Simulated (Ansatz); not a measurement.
**ClH₅O₂SSi₂: a ladder of functionals and wavefunction methods**

How much do the methods differ for ClH₅O₂SSi₂? The plan is to run it at one geometry with functionals of several rungs and with coupled cluster, and see how far each lands from CCSD(T) at the basis-set limit for the atomisation energy.

Computed with Ansatz 0.2.0, Gaussian basis. Level: functionals in def2-TZVPP, the program's frozen cores in correlated methods.

Plan: LDA (SPW92), PBE-D4, revPBE-D4, BLYP-D4, r2SCAN-D4, B97M-V, PBE0-D4, B3LYP-D4, r2SCANh-D4, r2SCAN0-D4, HSE06-D4, BHLYP-D4, CAM-B3LYP-D4, LC-ωPBE, ωB97X-V, ωB97M-V, B2PLYP, PBE-QIDH; CCSD(T)/def2-SVP; CCSD(T)/def2-TZVPP; MP2/def2-QZVPP; extrapolation to the limit; RPA on PBE.

### 1 Structure used throughout

All runs share one geometry, relaxed beforehand with PBE0-D4 in a triple-zeta def2 set.

SMILES `O[SiH](O)S[SiH2]Cl`, 11 atoms, charge 0, spin multiplicity 1.

Atoms are counted from 1 here; the program's logs count them from 0.

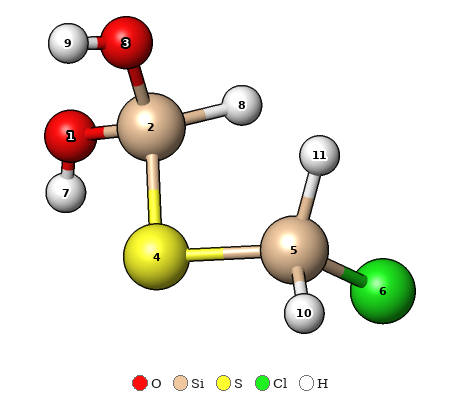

The structure; oxygen red, silicon light orange, sulfur yellow, chlorine green, hydrogen white; atoms are numbered from 1 in the order of the file.

### 2 LDA

This LDA is Slater exchange with PW92 correlation.

File in.yaml:

```yaml
crystal:
  periodic: [false, false, false]
  atoms:
    - {symbol: O, position_ang: [-1.307900, -1.996734, -1.063047]}
    - {symbol: Si, position_ang: [-0.113028, -1.033712, -0.500657]}
    - {symbol: O, position_ang: [1.177511, -1.187745, -1.477630]}
    - {symbol: S, position_ang: [-0.920212, 0.957951, -0.461837]}
    - {symbol: Si, position_ang: [0.334789, 1.742810, 1.057426]}
    - {symbol: Cl, position_ang: [-0.369632, 1.302535, 2.935754]}
    - {symbol: H, position_ang: [-2.201844, -1.820270, -0.765375]}
    - {symbol: H, position_ang: [0.374018, -1.394921, 0.844269]}
    - {symbol: H, position_ang: [1.061362, -1.016983, -2.414122]}
    - {symbol: H, position_ang: [0.332439, 3.212732, 0.907331]}
    - {symbol: H, position_ang: [1.697797, 1.177436, 0.958290]}
basis:
  gaussian: {orbitals: def2-TZVPP}
hamiltonian: {xc: lda}
output: {orbitals: {seedname: orbitals}}
```

Command:

```sh
$ ansatz run in.yaml --threads 2 --pin off --events-out ev --progress --plain --max-ram 32768MiB --backend cpu
```

Further steps of the session: PBE-D4 (GGA); revPBE-D4 (GGA); BLYP-D4 (GGA); r2SCAN-D4 (meta-GGA); B97M-V (meta-GGA); B3LYP-D4 (hybrid); r2SCANh-D4 (hybrid); r2SCAN0-D4 (hybrid); HSE06-D4 (hybrid); BHLYP-D4 (hybrid); CAM-B3LYP-D4 (range-separated); LC-ωPBE (range-separated); ωB97X-V (range-separated); ωB97M-V (range-separated); B2PLYP (double hybrid); PBE-QIDH (double hybrid); CCSD(T) in def2-SVP; CCSD(T) in def2-TZVPP; MP2 in def2-QZVPP; RPA on PBE orbitals.

Q: Predict the results of all the runs planned. Wanted: atomisation energy, CCSD(T)/CBS; farthest beyond LDA; mean size of error, GGA; mean size of error, meta-GGA; mean size of error, hybrid; mean size of error, range-separated; mean size of error, double hybrid; gap, smallest and largest; T1 diagnostic.

As calculated:

| quantity | value |
| --- | --- |
| atomisation energy, CCSD(T)/CBS | 40.710 eV |
| functionals within 0.204 eV (0.5 %) | PBE-D4, r2SCAN-D4, B97M-V, ωB97X-V, ωB97M-V |
| farthest beyond LDA | BHLYP-D4 (-1.661 eV) |
| mean size of error, GGA | 0.573 eV |
| mean size of error, meta-GGA | 0.043 eV |
| mean size of error, hybrid | 0.794 eV |
| mean size of error, range-separated | 0.302 eV |
| mean size of error, double hybrid | 0.829 eV |
| gap, smallest and largest | 5.67 eV (LDA (SPW92)), 12.85 eV (LC-ωPBE) |
| T1 diagnostic | 0.0113 |
| triples share of the correlation energy | 3.9 % |

What this shows: The LDA atomisation energy is off by 5.393 eV (13 %): it overbinds. PBE-D4 is off by +0.004 eV. Double hybrids carry the basis error of their MP2 part in triple zeta, and no dispersion term here, so their miss is partly the set-up's. By mean error the best rung here is meta-GGA (0.043 eV) and the worst beyond LDA is double hybrid (0.829 eV). The reference freezes the cores and leaves out relativity and excitations past (T), so misses under about 0.204 eV can't be ranked. Hartree-Fock recovers 71 % of the binding; the rest is correlation. CCSD(T) in def2-SVP is off by -4.027 eV, worse than the median functional, from the basis alone. The gap grows from 5.7 to 12.9 eV across the functionals, mostly with the share of exact exchange.
